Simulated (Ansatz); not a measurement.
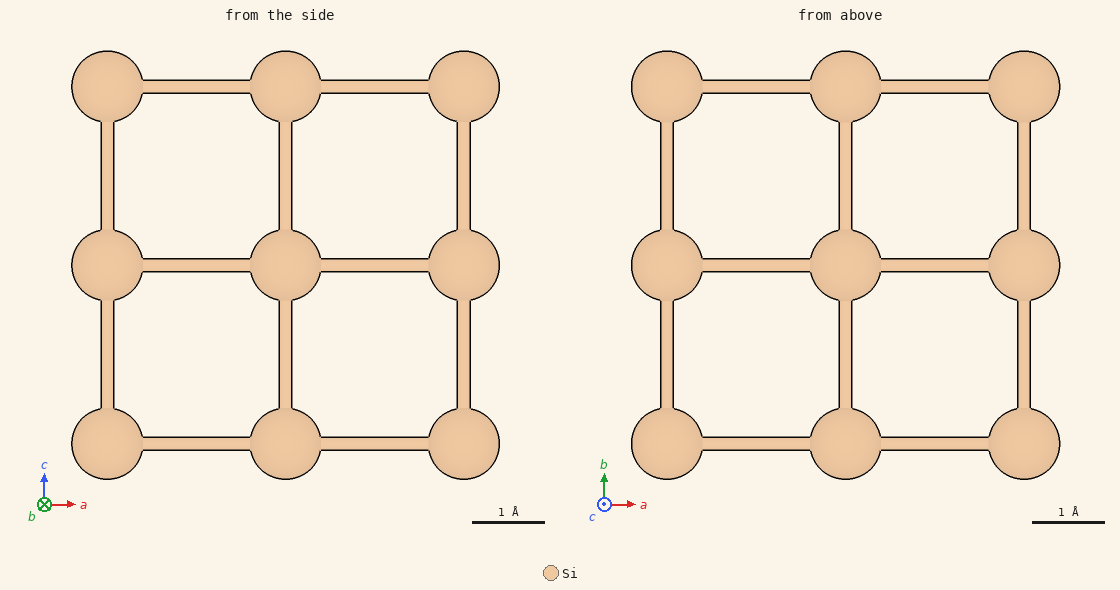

A ball-and-stick picture of a periodic slab, seen from the side and from above. The surface normal points up in side views; the vacuum is left out. 3×3 cells are drawn in the plane, with atoms at the edges repeated.

The cell holds 3 Si.

Q: What is its extent along the surface normal?

A: About 5 Å from the lowest to the highest atom.

Q: Write the layer sequence, upper face first.

A: Three planes: Si / Si / Si.

Q: Describe the bonded network.

A: Si takes two kinds of site: 2h with five Si in a square pyramidal arrangement at about 2.5 Å; 1d with six Si in an octahedral arrangement at about 2.5 Å. The bonds build Si layers parallel to the surface.

It derives from a structure type filled with this element by a generator (whether the element takes this form wasn't checked). A relaxation with Ansatz, DFT PBE, scalar-relativistic, plane waves, PAW gave the geometry drawn.
